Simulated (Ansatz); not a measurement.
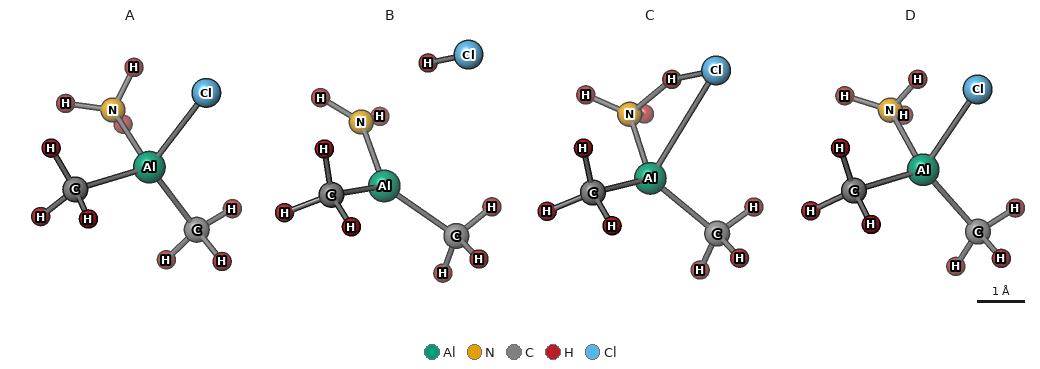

4 geometries from one relaxation of C2H9AlClN, in shuffled order. The picture is a ball-and-stick view, seen from a free direction.

The run prepares an end point of a later path (reaction) calculation, from a guessed geometry.

Level of theory: RKS PBE-D4/def2-SVP (Ansatz 0.2.0). Set-up: no spin polarisation; force threshold 0.03 eV/Å; at most 50 steps.

Question: Put them in the order of the run, from the start to the converged end.

Answer: B, C, D, A. They are steps 0, 3, 6, 13, at +1.894 eV, +1.444 eV, +0.226 eV relative to the last. The energy falls by 1.894 eV in 12 accepted moves (13 points after the start). The largest force component goes from 1.1 to 0.025 eV/Å. The line search rejected the trial step at point 10 of the run. The atom that moves furthest after the best rigid fit is an H atom (1.19 Å). Largest moves by element: H 1.19 Å, Cl 0.88 Å, Al 0.85 Å, N 0.41 Å, C 0.14 Å. Among the contacts that change: Cl–H 1.325 → 2.761 Å, Al–Cl 3.527 → 2.192 Å, H–N 2.308 → 1.032 Å, Al–N 1.883 → 2.088 Å. New bonds form, among them: Al–Cl (3.53 → 2.19 Å), H–N (2.31 → 1.03 Å). Bonds break, among them: Cl–H (1.33 → 2.76 Å). Bond angles that change, for instance: N–Al–C 115.8° → 103.0°, N–Al–C 115.3° → 103.0°, Al–N–H 123.9° → 114.2°. Cost: 37 s on 4 threads of Arm Neoverse N1, with other jobs on the host, peak memory 0.18 GiB.

Limits of the set-up: the start holds two separate molecules, 2.3 Å apart at their closest, whose relative position is a soft coordinate.
